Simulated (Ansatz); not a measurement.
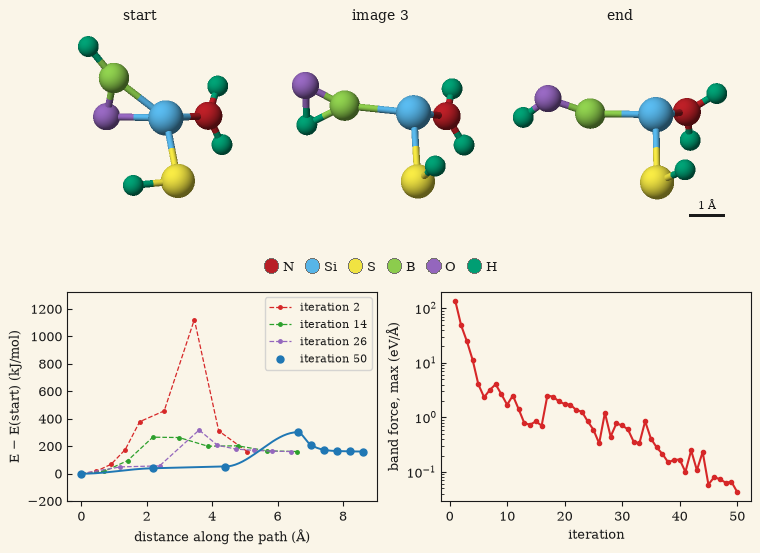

A search for the minimum-energy path of BSiNH₄SO by the nudged elastic band. Images are numbered from 0 (start) to 8 (end). The plot follows the band through its iterations. Style: ball-and-stick. Shown at a tilt.

These are results of UKS PBE0-D4/def2-SVP in Ansatz 0.2.0, not measurements. Run with 7 movable images; climbing image; force threshold 0.05 eV/Å; iteration limit 60; starting path through a guess of the saddle point.

Judge this run.

The run is converged, with reservations. The band converged in 50 iterations. The largest component of the band force went from 130 to 0.043 eV/Å. The climbing image converged on the top of the path. Its vibrational analysis gives 2 imaginary modes over 30i cm⁻¹, so it isn't confirmed as a transition state. The first iteration put the highest image at 3438.2 kJ/mol. The energy climbs by 302.1 kJ/mol to image 3 and then falls by 140.4 kJ/mol, so the end point sits at +161.7 kJ/mol.

The run took 17 min on 2 threads of AMD EPYC 9R14 (Zen 4) (shared host), peak memory 0.39 GiB.
